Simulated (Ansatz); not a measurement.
CH7ClSi3: several calculations on one system

**1. Relaxation**

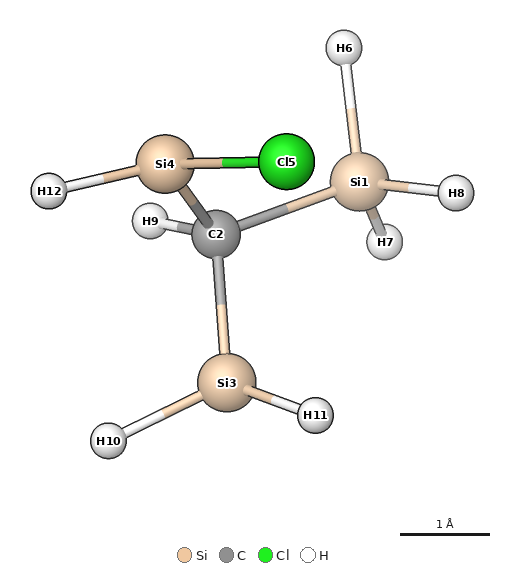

CH7ClSi3, before the relaxation. Style: ball-and-stick. Shown from a free direction.

The run prepares an end point of a later path (inversion) calculation, from a guessed geometry.

Method: RKS PBE/def2-SVP in Ansatz 0.2.0.

Input
```yaml
crystal:
  periodic: [false, false, false]
  atoms:
    - { symbol: Si, position_ang: [-1.2637, -0.555, 1.0873] }
    - { symbol: C, position_ang: [0.2929, 0.2694, 0.4555] }
    - { symbol: Si, position_ang: [1.3572, -0.9064, -0.2741] }
    - { symbol: Si, position_ang: [0.1132, 1.4811, -0.8079] }
    - { symbol: Cl, position_ang: [-0.9328, 0.8354, -2.5216] }
    - { symbol: H, position_ang: [-2.181, 0.5783, 1.614] }
    - { symbol: H, position_ang: [-0.9621, -1.445, 2.181] }
    - { symbol: H, position_ang: [-1.9831, -1.223, -0.0052] }
    - { symbol: H, position_ang: [0.7431, 0.7427, 1.377] }
    - { symbol: H, position_ang: [2.7672, -0.4033, -0.4821] }
    - { symbol: H, position_ang: [0.8708, -1.685, -1.3957] }
    - { symbol: H, position_ang: [1.2554, 2.2555, -1.1942] }
basis:
  gaussian: { orbitals: def2-SVP }
hamiltonian:
  xc: pbe
relax:
  f_tol: 0.015
  max_steps: 40
output:
  orbitals: {}
```

Launched with:
```bash
ansatz run input.yaml --threads 2 --pin off --max-ram 3072MiB --backend cpu --events-out ev --progress --plain --runs-dir out
```

What does the optimiser find from here?

Answer. H12 moves most after the best rigid fit: 1.45 Å. Largest moves by element: H 1.45 Å, Cl 0.76 Å, Si 0.70 Å, C 0.21 Å. Some distances before and after: Si3–H12 3.295 → 1.575 Å, Si4–H12 1.433 → 2.079 Å, C2–Si4 1.760 → 1.957 Å, C2–Si3 1.746 → 1.874 Å. New bonds form: Si3–H12 (3.29 → 1.57 Å). Bonds break: Si4–H12 (1.43 → 2.08 Å). Among the angles between lasting bonds that change: C2–Si4–Cl5 115.0° → 98.9°, Si3–C2–Si4 103.1° → 88.3°, Si1–C2–Si3 110.6° → 118.9°. The energy falls by 1.611 eV in 16 geometry steps. The largest force component goes from 3.9 to 0.0082 eV/Å. Cost: 38 s on 2 threads of Intel(R) Xeon(R) Platinum 8488C (Sapphire Rapids) (shared host), peak memory 0.2 GiB.

Step by step:

```json
{"step": "0", "E − E(0), eV": "0.0000", "largest force component, eV/Å": "3.8825"}
{"step": "1", "E − E(0), eV": "-0.5432", "largest force component, eV/Å": "1.8751"}
{"step": "2", "E − E(0), eV": "-0.7249", "largest force component, eV/Å": "0.2809"}
{"step": "3", "E − E(0), eV": "-0.7697", "largest force component, eV/Å": "0.2389"}
{"step": "4", "E − E(0), eV": "-0.8031", "largest force component, eV/Å": "0.2866"}
{"step": "5", "E − E(0), eV": "-0.8409", "largest force component, eV/Å": "0.4111"}
{"step": "6", "E − E(0), eV": "-0.9378", "largest force component, eV/Å": "0.8042"}
{"step": "7", "E − E(0), eV": "-1.2261", "largest force component, eV/Å": "1.1338"}
{"step": "8", "E − E(0), eV": "-1.4954", "largest force component, eV/Å": "0.6535"}
{"step": "9", "E − E(0), eV": "-1.5566", "largest force component, eV/Å": "0.7434"}
{"step": "10", "E − E(0), eV": "-1.5892", "largest force component, eV/Å": "0.2691"}
{"step": "11", "E − E(0), eV": "-1.6030", "largest force component, eV/Å": "0.1144"}
{"step": "12", "E − E(0), eV": "-1.6074", "largest force component, eV/Å": "0.0813"}
{"step": "13", "E − E(0), eV": "-1.6094", "largest force component, eV/Å": "0.0695"}
{"step": "14", "E − E(0), eV": "-1.6109", "largest force component, eV/Å": "0.0475"}
{"step": "15", "E − E(0), eV": "-1.6112", "largest force component, eV/Å": "0.0280"}
{"step": "16", "E − E(0), eV": "-1.6113", "largest force component, eV/Å": "0.0082"}
```

The structure at the end:

```xyz
12

Si   -1.3011   -0.5509    1.0378
C     0.2293    0.4456    0.5394
Si    1.4614   -0.3179   -0.6479
Si    0.0779    1.9629   -0.6865
Cl   -1.4038    1.1634   -2.0229
H    -2.4442    0.3627    1.3924
H    -0.9771   -1.3778    2.2555
H    -1.7338   -1.4775   -0.0611
H     0.7605    0.8073    1.4470
H     2.8453   -0.5438   -0.1147
H     0.9479   -1.4438   -1.4891
H     1.6147    0.9146   -1.6159
```

After the run, drawn alike:

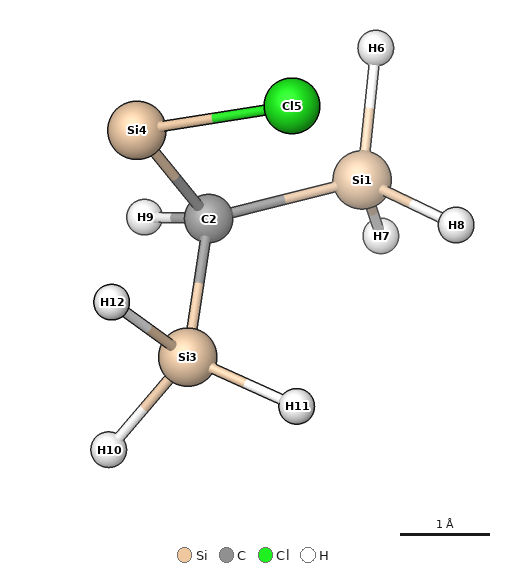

**2. Relaxation**

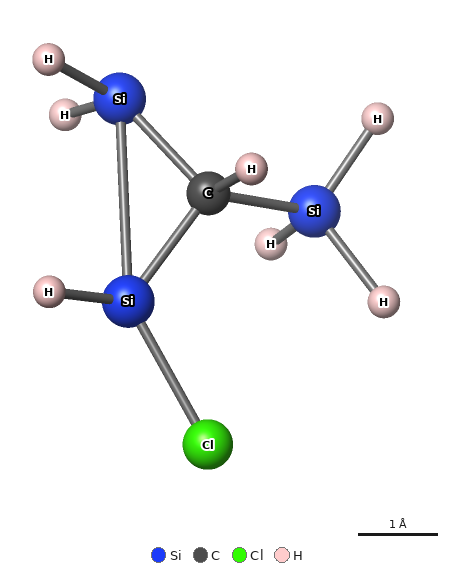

Starting structure of CH7ClSi3. The picture is a ball-and-stick view, seen at a tilt.

The run prepares an end point of a later path (inversion) calculation, from a guessed geometry.

Computed with RKS PBE/def2-SVP (Ansatz 0.2.0).

Input file:
```yaml
crystal:
  periodic: [false, false, false]
  atoms:
    - { symbol: Si, position_ang: [-1.2637, -0.555, 1.0873] }
    - { symbol: C, position_ang: [0.2929, 0.2694, 0.4555] }
    - { symbol: Si, position_ang: [1.3572, -0.9064, -0.2741] }
    - { symbol: Si, position_ang: [0.1132, 1.4811, -0.8079] }
    - { symbol: Cl, position_ang: [-1.47078, 2.84329, -0.51936] }
    - { symbol: H, position_ang: [-2.181, 0.5783, 1.614] }
    - { symbol: H, position_ang: [-0.9621, -1.445, 2.181] }
    - { symbol: H, position_ang: [-1.9831, -1.223, -0.0052] }
    - { symbol: H, position_ang: [0.7431, 0.7427, 1.377] }
    - { symbol: H, position_ang: [2.7672, -0.4033, -0.4821] }
    - { symbol: H, position_ang: [0.8708, -1.685, -1.3957] }
    - { symbol: H, position_ang: [1.27697, 2.17501, -1.27446] }
basis:
  gaussian: { orbitals: def2-SVP }
hamiltonian:
  xc: pbe
relax:
  f_tol: 0.015
  max_steps: 40
```

Command:
```bash
ansatz run input.yaml --threads 2 --pin off --max-ram 3072MiB --backend cpu --events-out ev --progress --plain --runs-dir out
```

> Where does the relaxation end?

After 13 accepted moves (15 points after the start) the energy has fallen by 244.7 kJ/mol. The largest force component goes from 4 to 0.013 eV/Å. The line search rejected the trial steps at points 9, 12 of the run. The largest move after the best rigid fit is that of Cl5, 1.43 Å. By element the largest moves are Cl 1.43 Å, H 0.97 Å, Si 0.64 Å, C 0.23 Å. Near-neighbour distances that change, for instance: Si3–Si4 2.745 → 2.266 Å, Si1–Si3 2.974 → 3.283 Å, C2–Si3 1.746 → 1.943 Å, C2–Si4 1.760 → 1.902 Å. Bond angles that change, for instance: Si3–C2–Si4 103.1° → 72.2°, Si3–Si4–Cl5 151.1° → 123.3°, Si3–Si4–H12 96.7° → 124.0°.

Final geometry:

```xyz
12

Si   -1.2830   -0.4614    1.2575
C     0.3251    0.3278    0.6766
Si    1.2892   -0.5183   -0.7822
Si    0.3854    1.5601   -0.7707
Cl   -1.4288    2.0231   -1.6885
H    -2.1289    0.5216    2.0239
H    -0.9854   -1.6328    2.1580
H    -2.0706   -0.9613    0.0770
H     0.9453    0.6339    1.5451
H     2.7569   -0.7549   -0.5748
H     0.5810   -1.6808   -1.4111
H     1.1745    2.8153   -0.5549
```

After the run, drawn alike:

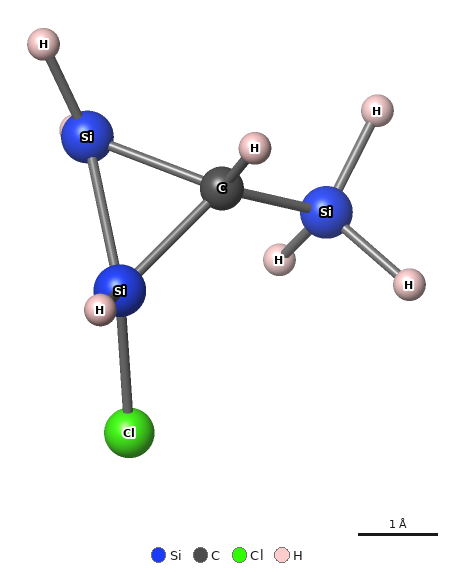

**3. Path**

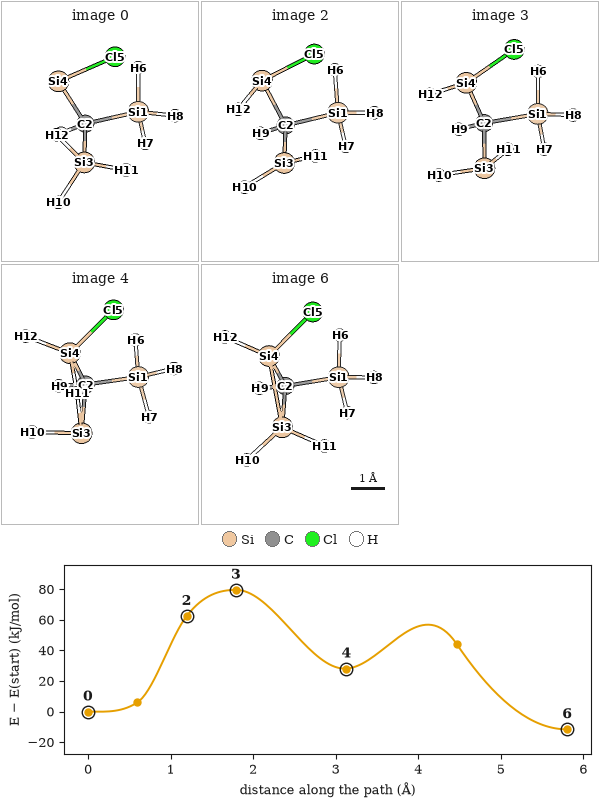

A search for the minimum-energy path of CH7ClSi3 by the nudged elastic band. Images are numbered from 0 (start) to 6 (end). A ball-and-stick model, seen from a free direction.

Method: RKS PBE/def2-SVP in Ansatz. Set-up: 5 movable images; climbing image; force threshold 0.05 eV/Å; iteration limit 60; starting path through a guess of the saddle point.

What happens along the path, and what is the barrier?

The path has more than one stage, and so few images may leave a stage unresolved. Breaking: Si3–H12 (1.57 → 2.99 at the top → 3.34 Å). Forming: Si4–H12 (2.08 → 1.50 at the top → 1.50 Å). The energy climbs by 79.6 kJ/mol to image 3 and then falls by 91.2 kJ/mol, so the end point sits at −11.6 kJ/mol. The profile has 2 maxima (images 3, 5) with a dip at image 4 (+28.1 kJ/mol), so the process runs in steps. The band converged in 27 iterations. The largest component of the band force went from 3.6 to 0.016 eV/Å. The climbing image converged on the top of the path. Its vibrational analysis gives one imaginary mode (277i cm⁻¹), as a transition state must have.
